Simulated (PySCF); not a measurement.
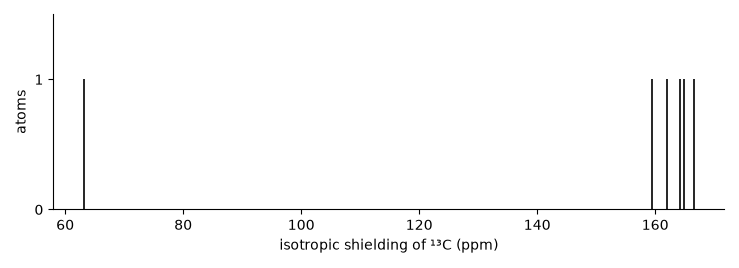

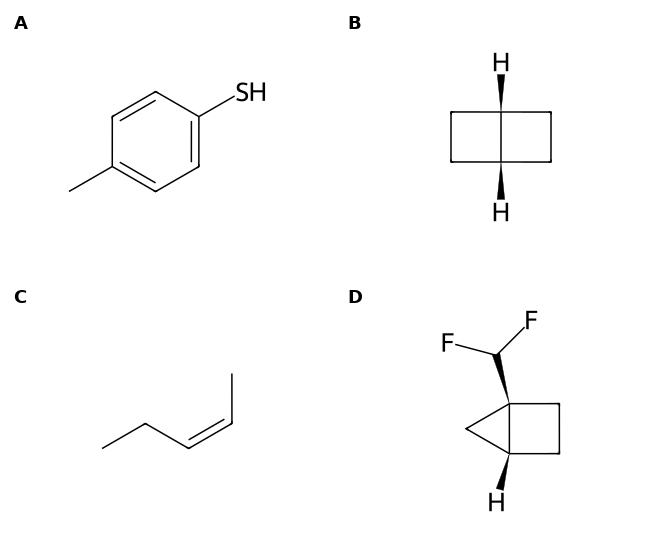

The sticks are computed shieldings of one of the molecules, for one fixed geometry (PBE0-D3(BJ)/def2-SVP) without averaging over rotations. Low shielding means a high chemical shift. Method: GIAO PBE0/pcSseg-1 NMR shielding, non-relativistic, IEF-PCM cyclohexane (PySCF 2.14.0).

> Match the spectrum to a structure.

D, `FC(F)[C@@]12CC[C@@H]1C2`. Its 6 C atoms give lines at 63.1, 159.4, 162.0, 164.1, 164.8, 166.6 ppm.
